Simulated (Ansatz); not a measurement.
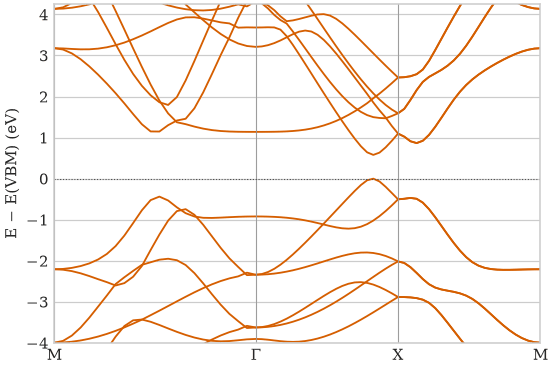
Figure. Band structure from DFT-LDA in the program Ansatz with PAW potentials

Question: Read off the gap and where the band edges lie.

Answer: About 0.6 eV (0.58 eV by a search for the band edges); maximum on the Γ–X line, 82 % of the way from Γ, minimum on the Γ–X line, 83 % of the way from Γ.

The material is monolayer SnSe (square, P4/nmm in the vacuum cell, 4 atoms).

The layer was cut from a bulk entry of the Materials Project (measured or hypothetical); whether that bulk phase is the ambient one, and whether the layer has been isolated, was not checked. The LDA relaxation kept the symmetry of its start; its stability against distortions is not shown here. Spin–orbit coupling is left out wherever it is not named.

Potentials: the later of the program's two PAW sets.
